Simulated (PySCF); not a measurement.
System: CH10N2OSi3.

| atom | x (Å) | y (Å) | z (Å) |
| --- | --- | --- | --- |
| N | 1.3818 | -1.9092 | 0.6716 |
| Si | 1.0574 | -0.2270 | 0.4852 |
| C | 2.0675 | 0.2808 | -1.0458 |
| O | 1.6200 | 0.9929 | -1.9099 |
| N | -0.5497 | 0.2942 | 0.1284 |
| Si | -1.8738 | -0.2699 | 1.1100 |
| Si | -0.8823 | 1.4559 | -1.1678 |
| H | 1.0124 | -2.3668 | 1.4888 |
| H | 1.2870 | -2.5225 | -0.1232 |
| H | 1.6174 | 0.4131 | 1.6790 |
| H | 3.1113 | -0.0780 | -1.1395 |
| H | -2.4962 | 0.8535 | 1.8090 |
| H | -1.3080 | -1.2037 | 2.0892 |
| H | -2.8403 | -0.9699 | 0.2620 |
| H | -0.8543 | 0.7830 | -2.4620 |
| H | -2.2846 | 1.8345 | -0.9165 |
| H | -0.0726 | 2.6512 | -0.9683 |

Geometry: GFN2-xTB.

All numbers below come from PySCF, CAM-B3LYP/def2-SVPD, SCF density, gas phase.

> What can the converged electron density and electron localisation function tell about the bonding?

C–O (1.21 Å): ρ at the midpoint is about 3.4 e/Å³; the ELF peaks at about 0.85 between the atoms (a multiple bond).
Si–N (1.74 Å): ρ at the midpoint is about 1 e/Å³; the ELF peaks at about 0.90 between the atoms; a polar covalent bond.
Si–N (1.77 Å): ρ at the midpoint is about 0.97 e/Å³; the ELF peaks at about 0.90 between the atoms, as expected for a polar covalent bond.
C–H (1.11 Å): the density is about 2 e/Å³ at the midpoint; the ELF climbs to about 1 towards the hydrogen, as it does in any bond to H: a covalent bond by its length.

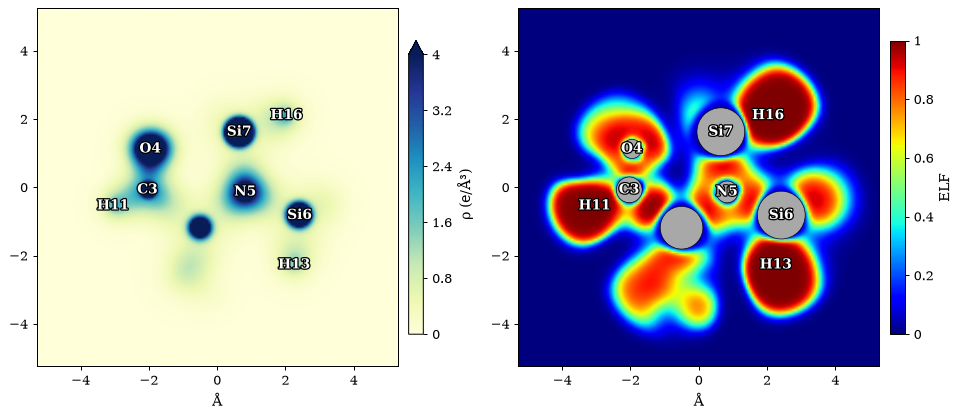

Computed electron density and electron localisation function on the plane of atoms N5, Si7 and H16, in this order. Grey discs cover the atomic cores in the ELF map. 
